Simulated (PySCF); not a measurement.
## Electronic structure of C₃H₇ClOSi (SMILES [SiH3]O/C=C\CCl) in real space

```xyz
13

Si    2.4217   -0.2335   -0.5680
O     0.8093   -0.1150   -0.3505
C     0.0509    0.0156    0.7492
C    -1.2764    0.0771    0.7052
C    -2.0539    0.0478   -0.5603
Cl   -2.9952    1.5691   -0.7407
H     3.0938    0.9799   -0.1021
H     2.9447   -1.3810    0.1762
H     2.4377   -0.4087   -2.0099
H     0.5771    0.0474    1.6961
H    -1.8310    0.1823    1.6234
H    -2.7886   -0.7580   -0.5702
H    -1.3945   -0.0225   -1.4240
```

Geometry: GFN2-xTB.

The calculation used PBE0/pcSseg-1, SCF density, gas phase, non-relativistic in PySCF.

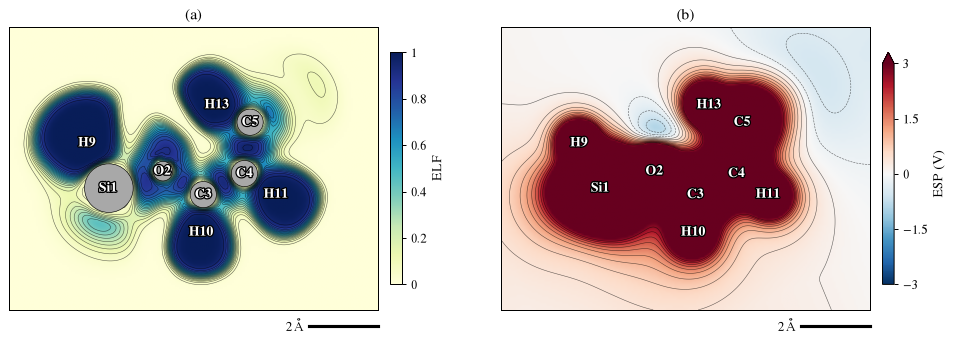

Figure 1. (a) electron localisation function; (b) electrostatic potential on the plane of atoms O2, C3 and H10. Grey discs cover the atomic cores in the ELF map.

**What does the map show?**

Atoms in the plane: Si, O, C and H.
C–C (1.33 Å): the ELF peaks at about 0.95 between the atoms: a multiple bond.
C–O (1.34 Å): the ELF peaks at about 0.90 between the atoms: a polar covalent bond.
Si–O (1.63 Å): the ELF peaks at about 0.90 between the atoms, as expected for a polar covalent bond.
C–H (1.08 Å): the ELF climbs to about 1 towards the hydrogen, as it does in any bond to H; a covalent bond by its length.
C–C (1.49 Å): the ELF peaks at about 0.95 between the atoms, as expected for a covalent bond.
The ELF also peaks beside O2, away from the bonds: lone-pair regions.
Outside the dense part of the molecule the potential is most negative (−0.9 V) near O2.

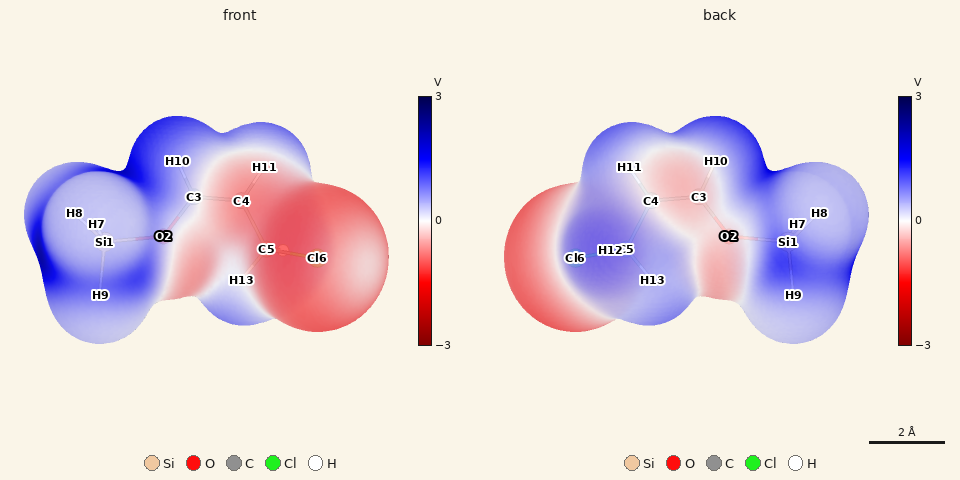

Figure 2. The electrostatic potential painted on the density surface at 0.002 e/bohr³, seen from the front and from behind; the colour scale runs from red (negative) to blue (positive).

**Describe the electrostatic potential map.**

The most negative region (about −1.0 V, or −23 kcal/mol for a unit charge) lies over Cl6, the most positive (about +2.0 V, or +46 kcal/mol for a unit charge) over Si1.
